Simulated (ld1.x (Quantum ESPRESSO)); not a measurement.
# Copper: generating and testing a TM potential

Do these settings give a usable potential? It is generated, then checked for transferability, scattering, ghosts and hardness.

The numbers are computed with ld1.x (Quantum ESPRESSO) 7.5 (PBE, scalar-relativistic, spin-unpolarised reference atom).

## 1. The atom and the settings

Typed settings, in words:

- element: copper (Cu, Z = 29)
- type: norm-conserving Troullier–Martins (Kleinman–Bylander form)
- frozen core: [Ar]
- valence charge: 11
- reference configuration: 3d10 4s1 4p0
- partial waves: 4s (bound): rc 2.35 bohr; 4p (bound, empty): rc 4.00 bohr; 3d (bound): rc 0.95 bohr
- local potential: all-electron potential smoothed inside 1.45 bohr (lloc = -2)
- core correction: Bessel-smoothed model core inside 0.85 bohr

An earlier all-electron run gives the scale for the radii.

All-electron outer shells of the reference configuration (PBE, scalar-relativistic, ld1.x):

```tsv
shell	level (eV)	outermost node (bohr)	outermost maximum (bohr)
3s	-114.70	0.29	0.61
3p	-72.14	0.26	0.62
3d	-5.04	–	0.60
4s	-4.61	0.89	2.27
4p	-0.70	0.97	3.65
```

## 2. Generating the potential

Cu.in reads:

```
 &input
   title='Cu', zed=29., rel=1, dft='PBE', iswitch=3,
   config='[Ar] 3d10 4s1 4p0',
   nld=3, rlderiv=4.35, eminld=-2.0, emaxld=5.0, deld=0.02
 /
 &inputp
   pseudotype=2, tm=.true., lloc=-2, rcloc=1.45,
   nlcc=.true., new_core_ps=.true., rcore=0.85,
   file_pseudopw='Cu.UPF', file_wfcaegen='ae.wfc', file_wfcncgen='nc.wfc', file_beta='beta', file_chi='chi'
 /
3
4S  1  0   1.00   0.00  2.35  2.35  0.0
4P  2  1   0.00   0.00  4.00  4.00  0.0
3D  3  2  10.00   0.00  0.95  0.95  0.0
 &test
   configts(1)='3d10 4s1 4p0'
 /
```

Command:

```console
$ ld1.x < Cu.in > Cu.out
```

What the program wrote to Cu.out (without the banner and most projector matrices):

```text
     Program LD1 v.7.5
     --------------------------- All-electron run ----------------------------

     Cu
     scalar relativistic calculation

     atomic number is 29.00
     dft =PBE   lsd =0 sic =0 latt =0  beta=0.20 tr2=1.0E-14
     Exchange-correlation= PBE
                           (   1   4   3   4   0   0   0)
     mesh =1199 r(mesh) = 100.25372 a.u. xmin = -7.00 dx = 0.01250
     1 Ry =  13.60569312 eV, c = 137.03599908

     n l     nl                  e(Ry)          e(Ha)          e(eV)
     1 0     1S 1( 2.00)      -650.5489      -325.2745     -8851.1694
     2 0     2S 1( 2.00)       -78.0904       -39.0452     -1062.4738
     2 1     2P 1( 6.00)       -67.3965       -33.6983      -916.9763
     3 0     3S 1( 2.00)        -8.4305        -4.2153      -114.7030
     3 1     3P 1( 6.00)        -5.3024        -2.6512       -72.1430
     3 2     3D 1(10.00)        -0.3703        -0.1851        -5.0378
     4 0     4S 1( 1.00)        -0.3388        -0.1694        -4.6093
     4 1     4P 1( 0.00)        -0.0512        -0.0256        -0.6967

     final scf error:  5.3E-15 reached in  32 iterations

     Etot =   -3309.701531 Ry,   -1654.850765 Ha,  -45030.783357 eV

     Ekin =    3358.932341 Ry,    1679.466170 Ha,   45700.602648 eV
     Encl =   -7969.314771 Ry,   -3984.657386 Ha, -108428.051175 eV
     Eh   =    1435.751702 Ry,     717.875851 Ha,   19534.397054 eV
     Exc  =    -135.070802 Ry,     -67.535401 Ha,   -1837.731883 eV

     normalization and overlap integrals

     s(1S/1S) =  1.000000  <r> =   0.0521  <r2> =    0.0037  r(max) =   0.0341
     s(2S/2S) =  1.000000  <r> =   0.2352  <r2> =    0.0653  r(max) =   0.1960
     s(2P/2P) =  1.000000  <r> =   0.2064  <r2> =    0.0523  r(max) =   0.1585
     s(3S/3S) =  1.000000  <r> =   0.7119  <r2> =    0.5863  r(max) =   0.6112
     s(3P/3P) =  1.000000  <r> =   0.7494  <r2> =    0.6650  r(max) =   0.6189
     s(3D/3D) =  1.000000  <r> =   1.0474  <r2> =    1.5756  r(max) =   0.6036
     s(4S/4S) =  1.000000  <r> =   2.9362  <r2> =   10.2155  r(max) =   2.2710
     s(4P/4P) =  1.000000  <r> =   5.1791  <r2> =   33.4210  r(max) =   3.6517

     ------------------------ End of All-electron run ------------------------

     --------------------- Generating NC pseudopotential ---------------------

      Generating local potential from pseudized AE potential:
      Matching radius rcloc =   1.4500
      Enforcing V''(0)=0 (lloc=-2)

      Local pseudo, rcloc= 1.466 Estimated cut-off energy=    15.03 Ry

      Computing core charge for nlcc:

       r > 0.86 : true rho core
      Core charge pseudized with two Bessel functions
      Integrated core pseudo-charge :  10.45

      Wfc   4S  rcut= 2.358  Using Troullier-Martins method

      Wfc   4P  rcut= 3.986  Using Troullier-Martins method

      Wfc   3D  rcut= 0.959  Using Troullier-Martins method

     ------------------- End of pseudopotential generation -------------------

     [... the all-electron block is printed once more ...]


     Computing logarithmic derivative in   4.32310
     Computing logarithmic derivative in   4.32310
     Computing the partial wave expansion
     R is outside the sphere for l=    0 j= 0.00
     R is outside the sphere for l=    1 j= 0.00
     R is outside the sphere for l=    2 j= 0.00

     ---------------------- Testing the pseudopotential ----------------------

     Cu
     scalar relativistic calculation

     atomic number is 29.00   valence charge is 11.00
     dft =PBE   lsd =0 sic =0 latt =0  beta=0.20 tr2=1.0E-14
     mesh =1199 r(mesh) = 100.25372 xmin = -7.00 dx = 0.01250

     n l     nl             e AE (Ry)        e PS (Ry)    De AE-PS (Ry)
     3 2     3D   1(10.00)       -0.37027       -0.37027       -0.00000
     1 0     4S   1( 1.00)       -0.33878       -0.33878        0.00000
     2 1     4P   1( 0.00)       -0.05121       -0.05121       -0.00000

     eps = 9.6E-15  iter =  8

     Etot =   -3309.701531 Ry,   -1654.850765 Ha,  -45030.783357 eV
     Etotps =  -125.007828 Ry,     -62.503914 Ha,   -1700.818142 eV

     Ekin =     164.957190 Ry,      82.478595 Ha,    2244.356911 eV
     Encl =    -220.709001 Ry,    -110.354501 Ha,   -3002.898937 eV
     Ehrt =      99.555366 Ry,      49.777683 Ha,    1354.519756 eV
     Ecxc =     -47.512815 Ry,     -23.756408 Ha,    -646.444785 eV
     (Ecc =     -23.694214 Ry,     -11.847107 Ha,    -322.376208 eV)
     Epseu=    -121.298568 Ry,     -60.649284 Ha,   -1650.351088 eV

     ---------------------- End of pseudopotential test ----------------------
```

Wall time 1.6 s (1 thread of Neoverse-V1, shared host). (Generation and the later configuration tests together.)

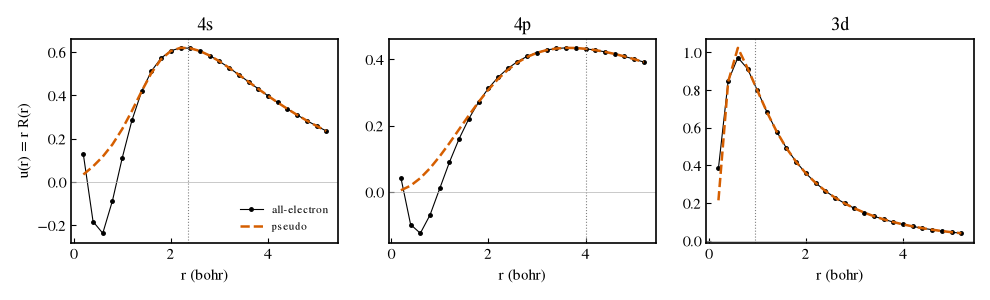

Bound waves of the atom and their pseudo partners (4s, 4p, 3d), with the matching radii dotted. The curves join 26 sampled radii, too few to resolve the innermost nodes.

## 3. Transferability test

Cu.test.in reads:

```
 &input
   title='Cu', zed=29., rel=1, dft='PBE', iswitch=2,
   config='[Ar] 3d10 4s1 4p0'
 /
 &test
   file_pseudo='Cu.UPF', nconf=8,
   configts(1)='3d10 4s1 4p0',
   configts(2)='3d10 4s0 4p0',
   configts(3)='3d9 4s0 4p0',
   configts(4)='3d8 4s0 4p0',
   configts(5)='3d9 4s2 4p0',
   configts(6)='3d9 4s1 4p0',
   configts(7)='3d9 4s1 4p1',
   configts(8)='3d10 4s0 4p1'
 /
```

Command:

```console
$ ld1.x < Cu.test.in > Cu.test.out
```

Cu.test.out, the pseudopotential blocks, each with the warnings that came before it:

```text
     BEWARE! Errors in PS-KS equations
     ---------------------- Testing the pseudopotential ----------------------

     Cu
     scalar relativistic calculation

     atomic number is 29.00   valence charge is 11.00
     dft =PBE   lsd =0 sic =0 latt =0  beta=0.20 tr2=1.0E-14
     mesh =1199 r(mesh) = 100.25372 xmin = -7.00 dx = 0.01250

     n l     nl             e AE (Ry)        e PS (Ry)    De AE-PS (Ry)
     3 2     3D   1(10.00)       -0.37027       -0.37027       -0.00000
     1 0     4S   1( 1.00)       -0.33878       -0.33878        0.00000
     2 1     4P   1( 0.00)       -0.05121       -0.05121        0.00000

     eps = 2.2E-15  iter =  7

     Etot =   -3309.701531 Ry,   -1654.850765 Ha,  -45030.783357 eV
     Etotps =  -125.007829 Ry,     -62.503915 Ha,   -1700.818162 eV

     Ekin =     164.957188 Ry,      82.478594 Ha,    2244.356883 eV
     Encl =    -220.709001 Ry,    -110.354501 Ha,   -3002.898942 eV
     Ehrt =      99.555366 Ry,      49.777683 Ha,    1354.519760 eV
     Ecxc =     -47.512815 Ry,     -23.756408 Ha,    -646.444785 eV
     (Ecc =     -23.694214 Ry,     -11.847107 Ha,    -322.376208 eV)
     Epseu=    -121.298567 Ry,     -60.649284 Ha,   -1650.351079 eV

     ---------------------- End of pseudopotential test ----------------------

     ---------------------- Testing the pseudopotential ----------------------

     Cu
     [...]
     n l     nl             e AE (Ry)        e PS (Ry)    De AE-PS (Ry)
     3 2     3D   1(10.00)       -1.00387       -1.00136       -0.00251
     1 0     4S   1( 0.00)       -0.87409       -0.87708        0.00299
     2 1     4P   1( 0.00)       -0.48142       -0.48453        0.00311

     eps = 1.2E-15  iter =  9

     Etot =   -3309.102669 Ry,   -1654.551334 Ha,  -45022.635421 eV
     Etotps =  -124.407711 Ry,     -62.203855 Ha,   -1692.653133 eV
     dEtot_ae =       0.598862 Ry
     dEtot_ps =       0.600119 Ry,   Delta E=      -0.001256 Ry

     [...]
     ---------------------- End of pseudopotential test ----------------------

     ---------------------- Testing the pseudopotential ----------------------

     Cu
     [...]
     n l     nl             e AE (Ry)        e PS (Ry)    De AE-PS (Ry)
     3 2     3D   1( 9.00)       -2.17762       -2.19426        0.01664  !
     1 0     4S   1( 0.00)       -1.64243       -1.64953        0.00710  !
     2 1     4P   1( 0.00)       -1.12816       -1.14049        0.01233  !

     eps = 6.8E-16  iter = 11

     Etot =   -3307.534761 Ry,   -1653.767381 Ha,  -45001.302955 eV
     Etotps =  -122.835221 Ry,     -61.417611 Ha,   -1671.258324 eV
     dEtot_ae =       2.166770 Ry
     dEtot_ps =       2.172608 Ry,   Delta E=      -0.005838 Ry

     [...]
     ---------------------- End of pseudopotential test ----------------------

     Warning: n=2, l=1 expected 0 nodes, found 1
     Warning: n=3, l=2 expected 0 nodes, found 1
     ---------------------- Testing the pseudopotential ----------------------

     Cu
     [...]
     n l     nl             e AE (Ry)        e PS (Ry)    De AE-PS (Ry)
     3 2     3D   1( 8.00)       -3.59499       -3.66750        0.07251  !
     1 0     4S   1( 0.00)       -2.53770       -2.58595        0.04825  !
     2 1     4P   1( 0.00)       -1.91536       -1.96897        0.05360  !

     eps = 5.2E-15  iter =  9

     Etot =   -3304.666857 Ry,   -1652.333428 Ha,  -44962.283127 eV
     Etotps =  -119.925922 Ry,     -59.962961 Ha,   -1631.675289 eV
     dEtot_ae =       5.034674 Ry
     dEtot_ps =       5.081907 Ry,   Delta E=      -0.047233 Ry

     [...]
     ---------------------- End of pseudopotential test ----------------------

     ---------------------- Testing the pseudopotential ----------------------

     Cu
     [...]
     n l     nl             e AE (Ry)        e PS (Ry)    De AE-PS (Ry)
     3 2     3D   1( 9.00)       -0.69958       -0.71331        0.01373  !
     1 0     4S   1( 2.00)       -0.42717       -0.42348       -0.00369
     2 1     4P   1( 0.00)       -0.08609       -0.08464       -0.00145

     eps = 4.5E-15  iter = 12

     Etot =   -3309.556741 Ry,   -1654.778371 Ha,  -45028.813395 eV
     Etotps =  -124.855348 Ry,     -62.427674 Ha,   -1698.743544 eV
     dEtot_ae =       0.144790 Ry
     dEtot_ps =       0.152482 Ry,   Delta E=      -0.007692 Ry

     [...]
     ---------------------- End of pseudopotential test ----------------------

     ---------------------- Testing the pseudopotential ----------------------

     Cu
     [...]
     n l     nl             e AE (Ry)        e PS (Ry)    De AE-PS (Ry)
     3 2     3D   1( 9.00)       -1.38593       -1.39677        0.01084  !
     1 0     4S   1( 1.00)       -0.99920       -0.99683       -0.00236
     2 1     4P   1( 0.00)       -0.56486       -0.56486       -0.00000

     eps = 3.4E-16  iter = 10

     Etot =   -3308.850568 Ry,   -1654.425284 Ha,  -45019.205425 eV
     Etotps =  -124.152557 Ry,     -62.076278 Ha,   -1689.181588 eV
     dEtot_ae =       0.850962 Ry
     dEtot_ps =       0.855272 Ry,   Delta E=      -0.004310 Ry

     [...]
     ---------------------- End of pseudopotential test ----------------------

     ---------------------- Testing the pseudopotential ----------------------

     Cu
     [...]
     n l     nl             e AE (Ry)        e PS (Ry)    De AE-PS (Ry)
     3 2     3D   1( 9.00)       -0.85163       -0.86390        0.01227  !
     1 0     4S   1( 1.00)       -0.52491       -0.52136       -0.00355
     2 1     4P   1( 1.00)       -0.15499       -0.15377       -0.00122

     eps = 5.4E-15  iter = 16

     Etot =   -3309.200967 Ry,   -1654.600483 Ha,  -45023.972836 eV
     Etotps =  -124.501764 Ry,     -62.250882 Ha,   -1693.932795 eV
     dEtot_ae =       0.500564 Ry
     dEtot_ps =       0.506065 Ry,   Delta E=      -0.005501 Ry

     [...]
     ---------------------- End of pseudopotential test ----------------------

     ---------------------- Testing the pseudopotential ----------------------

     Cu
     [...]
     n l     nl             e AE (Ry)        e PS (Ry)    De AE-PS (Ry)
     3 2     3D   1(10.00)       -0.52571       -0.52284       -0.00287
     1 0     4S   1( 0.00)       -0.44612       -0.44632        0.00019
     2 1     4P   1( 1.00)       -0.12603       -0.12617        0.00013

     eps = 5.9E-15  iter = 12

     Etot =   -3309.397502 Ry,   -1654.698751 Ha,  -45026.646835 eV
     Etotps =  -124.703665 Ry,     -62.351832 Ha,   -1696.679792 eV
     dEtot_ae =       0.304029 Ry
     dEtot_ps =       0.304165 Ry,   Delta E=      -0.000136 Ry

     [...]
     ---------------------- End of pseudopotential test ----------------------
```

Energies count from the reference configuration 3d10 4s1 4p0; the error is all-electron less pseudo. A star marks tests that logged a warning.

| valence configuration | charge | ΔE all-electron (eV) | error AE − PS (meV) |
| --- | --- | --- | --- |
| 3d10 4s0 4p0 | +1 | 8.148 | -17 |
| 3d9 4s0 4p0 | +2 | 29.480 | -79 |
| 3d8 4s0 4p0 * | +3 | 68.500 | -643 |
| 3d9 4s2 4p0 | 0 | 1.970 | -105 |
| 3d9 4s1 4p0 | +1 | 11.578 | -59 |
| 3d9 4s1 4p1 | 0 | 6.811 | -75 |
| 3d10 4s0 4p1 | 0 | 4.137 | -1.9 |

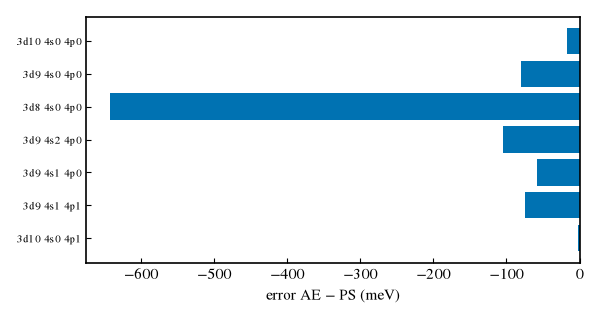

Error of the potential in each test configuration.

## 4. Scattering by logarithmic derivatives

Taken from the files of the generation run. The phase is arctan(r·u′/u) with u = r·R, unwrapped, with energies in Ry. A pole is an energy at which the radial function vanishes at the test radius. The pseudo phase is shifted by a multiple of π to meet the all-electron one at the reference energy. Levels narrower than the energy grid can be missing from the poles. The last column is the largest difference on the grid between −1 and +1 Ry.

| channel | radius (bohr) | reference (Ry) | poles AE | poles PS | window around the reference with phases within 0.05 rad (Ry) | largest difference near zero (rad) |
| --- | --- | --- | --- | --- | --- | --- |
| s | 4.32 | -0.34 | -0.16, 2.10 | -0.16, 1.78, 2.99 | below 0.6 | 0.192 |
| p | 4.32 | -0.05 | 0.38, 2.72 | 0.38, 2.35, 4.71 | below 1.0 | 0.021 |
| d | 4.32 | -0.37 | -0.37, 1.31, 3.90 | -0.37, 1.32, 4.00 | below 2.2 | 0.011 |

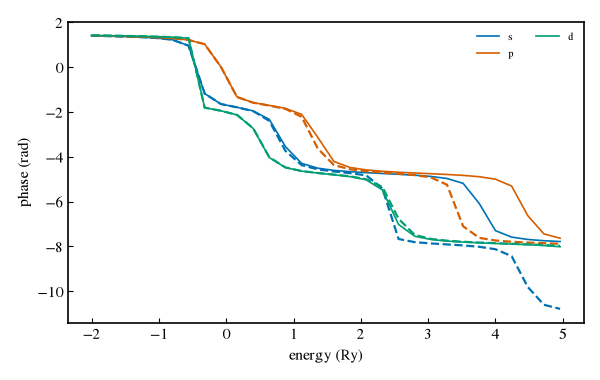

All-electron (solid) and pseudo (dashed) phases against energy.

## 5. Cutoff and ghost test in a Bessel basis

This step uses the generator's waves and projectors in a separate script. Basis: spherical Bessel functions vanishing at 20 bohr, q² up to the cutoff; potential fixed at the reference.

All-electron valence levels (Ry): 4s -0.3388, 4p -0.0512, 3d -0.3703. The lowest levels of each channel (Ry) by cutoff; the last column sums, over occupied levels, occupation times the distance from the level at 400 Ry. A positive value at high cutoff is not a bound level.

```
cutoff (Ry)     s #1     p #1     d #1    f #1  Σ f·Δε (mRy)
          8  -0.3357  -0.0511   0.0630  0.1122        4335.5
         18  -0.3380  -0.0511   0.0630  0.1122        4332.6
         35  -0.3387  -0.0511   0.0629  0.1122        4331.4
         55  -0.3388  -0.0511   0.0628  0.1122        4330.3
         90  -0.3388  -0.0511   0.0620  0.1122        4321.6
        140  -0.3388  -0.0511  -0.2279  0.1122        1422.9
        230  -0.3388  -0.0511  -0.3695  0.1122           6.9
        400  -0.3388  -0.0511  -0.3702  0.1122           0.0
```

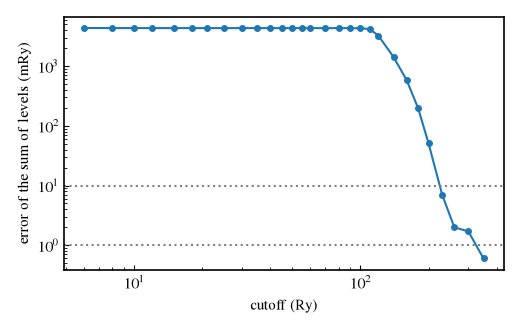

Occupation-weighted error of the valence levels against the cutoff; the dotted lines mark 10 and 1 mRy.

The sum stays within 10 mRy from 230 Ry and within 1 mRy only somewhere over 300 Ry. The sum leaves out empty levels, which can need more. Ghost test: no level below the all-electron spectrum of its channel (s, p, d, f tested).

## 6. What came out

| quantity | value |
| --- | --- |
| cutoffs for 10 and 1 mRy, occupied levels | 230 Ry and over 300 Ry |
| bound ghosts | none found |
| largest test error (AE − PS) | -643 meV, for 3d8 4s0 4p0 (one of 2 tests with a warning) |
| largest phase difference near zero energy, channels read | 0.192 rad |

In words: By total energies transferability is poor: the largest error is 643 meV on 68.5 eV, for 3d8 4s0 4p0. That test lies far up in energy; among those under 40 eV, nearer to bonding, the largest error is 105 meV. The potential is very hard: the looser tolerance needs 230 Ry. The tighter tolerance needs over 300 Ry, and converged work needs a cutoff nearer that. The slowest occupied level is 3d: taken alone it needs 230 Ry to come within 1 mRy, against 18 Ry for 4s. No bound ghost shows below the valence levels. Near zero energy the largest phase difference among the channels read is 0.19 rad, in the s channel. All of this concerns the isolated atom, not yet a solid.
